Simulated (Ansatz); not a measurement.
# FCI/STO-3G run of BH3S (SMILES BS)

What is the vertical ionisation energy of BH3S at FCI/STO-3G? 

Program for the calculation: Ansatz 0.2.0.

54 further runs of the same task are left out: 2 that didn't finish, 52 set aside as unsound or not needed.

### 1 The molecule

BH3S: 5 atoms, total charge 0, spin state singlet. As SMILES, `BS`. The coordinates come from a PBE0-D4/def2-TZVP relaxation.

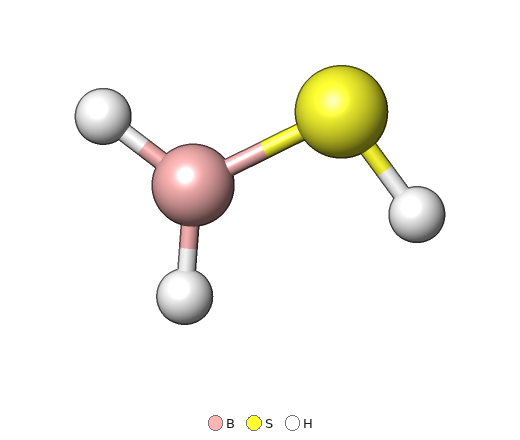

Viewed from a chosen angle; boron pink, sulfur yellow, hydrogen white.

### 2 The energy at FCI/STO-3G

Input file in.yaml:

```yaml
crystal:
  periodic: [false, false, false]
  atoms:
    - {symbol: B, position_ang: [-0.392100, -0.421000, 0.088100]}
    - {symbol: S, position_ang: [0.161700, 1.236900, -0.154300]}
    - {symbol: H, position_ang: [-1.562900, -0.556400, 0.264200]}
    - {symbol: H, position_ang: [0.367100, -1.337600, 0.074200]}
    - {symbol: H, position_ang: [1.476100, 1.004400, -0.313600]}
basis:
  gaussian: {orbitals: STO-3G}
total_charge: 0
correlation: {method: fci, frozen_orbitals: {B: 1, H: 0, S: 5}}
accuracy: high
```

Launch:

```console
$ ansatz run in.yaml --threads 1 --pin off --max-ram 2610MiB --events-out events.jsonl --progress --plain --runs-dir runs
```

Standard output:

```text
Warning: RAYON_NUM_THREADS=1 ignored (pool sized by the plan → 1); use --threads N
Functional definition: HF
  name "HF"
  exchange = exact_x
  correlation = 0
287 factors; integrals over basis functions are off by at most 2.4e-8 eV
mean field evaluation 1: about -11408.7940 eV, gradient 1.4e1 eV
mean field evaluation 2: about -11408.8155 eV, gradient 1.4e1 eV
mean field evaluation 4: about -11409.7305 eV, gradient 1.1e0 eV
mean field evaluation 8: about -11409.7355 eV, gradient 1.1e-6 eV
mean field -11409.73550128 eV, -419.3000458757 hartree, gradient 4.7e-8 eV, S^2 0.000000; 0 other end points of the search recorded, 0 dependent functions left out
6 core orbitals not correlated: weight in the atoms' cores, before any rotation towards them, 1.000 or more for the frozen orbitals, at most 0.000 for the correlated occupied ones
reference -11409.73550128 eV, -419.3000458757 hartree; 6, 6 occupied and 5, 5 virtual orbitals, 287 factors
state -11412.33180626 eV, -419.3954583237 hartree
Total energy: -11412.33180626 eV, -419.3954583237 hartree
```

It took 0.95 s on 1 thread of Arm Neoverse V1, shared host.

### 3 The doublet cation at the same level

Input file input.yaml:

```yaml
crystal:
  periodic: [false, false, false]
  atoms:
    - {symbol: B, position_ang: [-0.392100, -0.421000, 0.088100]}
    - {symbol: S, position_ang: [0.161700, 1.236900, -0.154300]}
    - {symbol: H, position_ang: [-1.562900, -0.556400, 0.264200]}
    - {symbol: H, position_ang: [0.367100, -1.337600, 0.074200]}
    - {symbol: H, position_ang: [1.476100, 1.004400, -0.313600]}
basis:
  gaussian: {orbitals: STO-3G}
total_charge: 1
magnetization: {spin_polarized: true, initial_magnetization: 1}
correlation: {method: fci, frozen_orbitals: {B: 1, H: 0, S: 5}}
accuracy: high
```

Launch:

```console
$ ansatz run input.yaml --threads 1 --pin off --max-ram 2610MiB --events-out events.jsonl --progress --plain --runs-dir runs
```

Standard output:

```text
Warning: RAYON_NUM_THREADS=1 ignored (pool sized by the plan → 1); use --threads N
[... 4 set-up lines as earlier in the session ...]
287 factors; integrals over basis functions are off by at most 2.4e-8 eV
mean field evaluation 1: about -11401.6799 eV, gradient 7.7e0 eV
mean field evaluation 2: about -11401.6978 eV, gradient 7.7e0 eV
mean field evaluation 4: about -11402.3102 eV, gradient 4.0e-1 eV
mean field evaluation 8: about -11402.3135 eV, gradient 3.8e-7 eV
mean field -11402.31348178 eV, -419.0272916898 hartree, gradient 3.8e-8 eV, S^2 0.754940; 0 other end points of the search recorded, 0 dependent functions left out
6 core orbitals not correlated: weight in the atoms' cores, before any rotation towards them, 1.000 or more for the frozen orbitals, at most 0.000 for the correlated occupied ones
reference -11402.27809780 eV, -419.0259913525 hartree; 6, 5 occupied and 5, 6 virtual orbitals, 287 factors
state -11404.41841198 eV, -419.1046464479 hartree
Total energy: -11404.41841198 eV, -419.1046464479 hartree
```

Run time: 1.9 s. Hardware: 1 thread of Arm Neoverse V1, shared host.

### 4 What came out

Level: FCI/STO-3G, 6 core orbitals frozen.

| quantity | value |
| --- | --- |
| singlet BH3S: total energy | -419.39546 Eh |
| singlet BH3S: correlation energy (6 core orbitals frozen) | -95.4 mEh |
| doublet cation: total energy | -419.10465 Eh |
| doublet cation: correlation energy (6 core orbitals frozen) | -78.7 mEh |
| vertical ionisation energy (to the doublet cation) | 7.913 eV |

The vertical ionisation energy comes to 7.91 eV (764 kJ/mol). In a minimal basis such a difference can be off by several eV, whatever the method.
